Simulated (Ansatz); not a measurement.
| atom | x (Å) | y (Å) | z (Å) |
| --- | --- | --- | --- |
| F | 3.1451 | 2.2820 | -0.3094 |
| F | 0.7254 | 2.1570 | -1.3340 |
| N | 1.0369 | -0.0142 | 1.5740 |
| N | 1.1334 | 1.1843 | 1.1977 |
| Si | 1.8300 | 1.3412 | -0.4660 |
| H | 0.6233 | -0.0077 | 2.5486 |
| H | 2.1839 | 0.0701 | -1.1469 |

Geometry: BLYP-D3(BJ)/def2-SVP.

Computed with isolated molecule in a Gaussian basis; Kohn-Sham density functional theory, functional PBE0 (Ansatz 0.2.0).

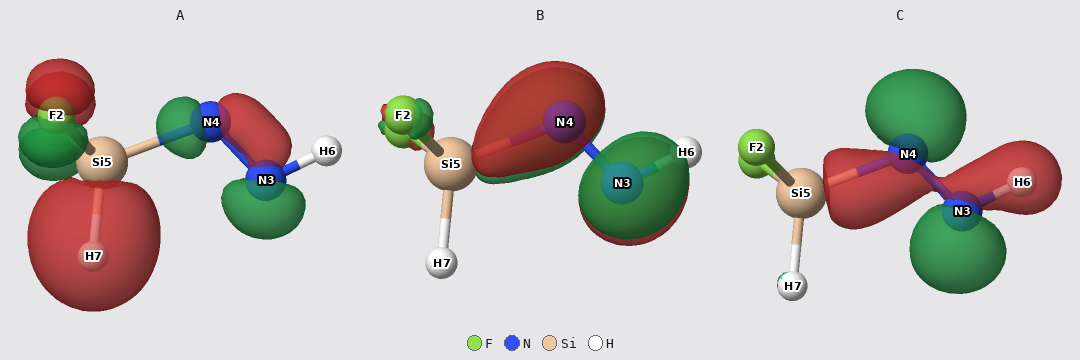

F2H2N2Si (SMILES N=N[SiH](F)F). Three frontier orbitals at ±0.15 Å⁻³ᐟ² (green and red are the two phases), in no order.

**Order the three orbitals by energy and name them.**

A is the HOMO−1 (−11.05 eV). By Hirshfeld shares it lies mainly on H7 (about 30 %), Si5 (about 25 %), F1 (about 15 %), F2 (about 15 %), N3 (about 10 %) and N4 (about 5 %). C is the HOMO (−7.17 eV). Its weight (Hirshfeld) is mainly on N4 (about 45 %), N3 (about 35 %), Si5 (about 10 %) and H6 (about 10 %). B is the LUMO (−2.60 eV). By Hirshfeld shares it lies mainly on N3 (about 45 %) and N4 (about 40 %); π-antibonding (π*) across N3–N4.

**What is the HOMO–LUMO gap?**

4.57 eV between the orbital energies.
